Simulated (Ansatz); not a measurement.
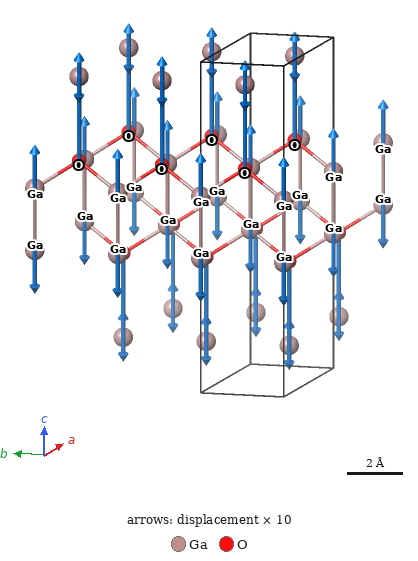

This is a relaxation of a crystal of Ga2O (a generated structure, set up in P-3m1). The starting structure is drawn; blue arrows show the displacements (the part carried along by the change of the cell is left out), magnified 10 times.

A ball-and-stick model of the cell of the calculation, repeated 2 × 3 × 1 with one cell outlined, seen from a free direction.

Case: relaxed at 8 GPa.

Level of theory: Ansatz, DFT PBE, scalar-relativistic, plane waves, PAW.

The input:
```yaml
crystal:
  lattice:
    - [3.0552007146, 0.0, 0.0]
    - [-1.5276003573, 2.6458814325, 0.0]
    - [0.0, 0.0, 13.39748682]
  atoms:
    - { symbol: Ga, position: [0.0, 0.0, 0.4059439932] }
    - { symbol: Ga, position: [0.0, 0.0, 0.5940560068] }
    - { symbol: Ga, position: [0.6666666667, 0.3333333333, 0.0937134107] }
    - { symbol: Ga, position: [0.3333333333, 0.6666666667, 0.9062865893] }
    - { symbol: O, position: [0.6666666667, 0.3333333333, 0.3481275516] }
    - { symbol: O, position: [0.3333333333, 0.6666666667, 0.6518724484] }
basis:
  ecutwfc: 420
kpoints:
  mp_grid: { grid: [12, 12, 4] }
hamiltonian:
  xc: pbe
scf:
  occupations: { method: fermi_dirac, width: 0.15 }
output:
  forces: true
  stress: true
  eigenvalues: true
  write_density: true
  write_potential: true
  elf: true
  volumetric_format: npy
relax:
  adjacent_minimum: "off"
  f_tol: 0.001
  max_steps: 60
  cell: { stress_tol: 0.02, p_target: 8.0 }
```

Run as
```bash
ansatz run input.yaml --threads 2 --pin off --max-ram 6144MiB --backend cpu --events-out ev --progress --plain --runs-dir out
```

Q: Which element moves most?

A: Oxygen: up to 0.44 Å, against 0.18 Å for gallium.

Q: Describe the change and its energy.

A: Over 11 accepted moves (13 points after the start) the energy rises by 0.336 eV per cell of the calculation. With the target pressure of 8 GPa, the enthalpy E + pV changes by −0.789 eV per cell of the calculation. Pressure: 0.00 GPa at the start and 7.99 GPa at the end. At 2 points the geometry stayed and the basis and grid were re-selected for the new cell (energy shift of 15.2 meV per cell of the calculation at most each time). The largest moves relative to the cell, 0.44 Å, are those of O5 and O6. O5 goes along −c. By element the largest moves are O 0.44 Å, Ga 0.18 Å. Cell: a = b 3.055 → 2.982 Å (−2.4 %), c 13.397 → 11.136 Å (−16.9 %). Volume −20.8 %. Some distances before and after: Ga3–O5 3.409 → 2.284 Å, Ga1–Ga2 2.520 → 2.448 Å, Ga1–O5 1.927 → 1.947 Å. New bonds form: Ga3–O5 (3.41 → 2.28 Å), Ga4–O6 (3.41 → 2.28 Å). Bond angles that change, for instance: O6–Ga2–O6 104.9° → 100.0°, Ga2–O6–Ga2 104.9° → 100.0°, Ga1–Ga2–O6 113.7° → 117.8°. The space group stays P-3m1 (No. 164).

Limits of the set-up: layers or molecules are held without a dispersion correction, so their spacing is unreliable.
